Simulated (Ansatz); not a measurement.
# Fields on a plane of As (A7 type, space group R-3m)

```
CELL_PARAMETERS angstrom
      1.87270     1.08120     3.25149
     -1.87270     1.08120     3.25149
      0.00000    -2.16240     3.25149
ATOMIC_POSITIONS crystal
  As 0.23274 0.23274 0.23274
  As 0.76726 0.76726 0.76726
```

The slice is a (-1 1 0 4) plane (indices of the conventional cell) through the point (0.767, 0.767, 0.767) (fractional), spanned by u = [1 0 -1] and v = [1 -1 1] in vectors of this cell: u (3.75 Å) and v (5.41 Å, at 90° to u). It covers one period; positions are fractions (u, v).

Atoms on it: As at (0.00, 0.00). Other atoms lie within 1 Å of the plane.

These are PBEsol-D3(BJ) (plane waves to 420 eV, PAW, scalar-relativistic; Ansatz, an electronic-structure program) values and carry that method's errors. k mesh 15×15×15. These are valence fields of a PAW run, semicore shells included where kept as valence: close to a nucleus they are smooth pseudo fields. As was relaxed with its symmetry unable to fall.

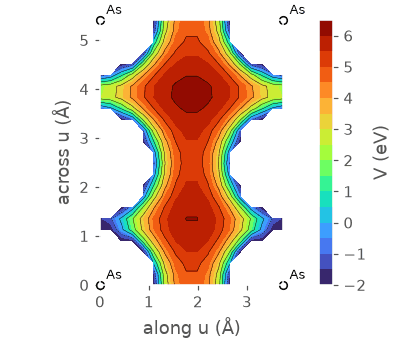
*Electrostatic potential energy of an electron, from the cell's mean, in eV, one period of the plane, atoms marked. Points within 1 Å of a nucleus are left white, as the pseudised field means little there. Values under -2 eV are set to -2. The zero, the cell's mean, hangs on the PAW cores.*

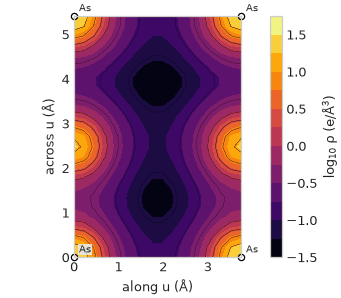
Log₁₀ of the valence density in e/Å³, one period of the plane, atoms marked. The scale is logarithmic, as a density can span decades between atoms and voids.
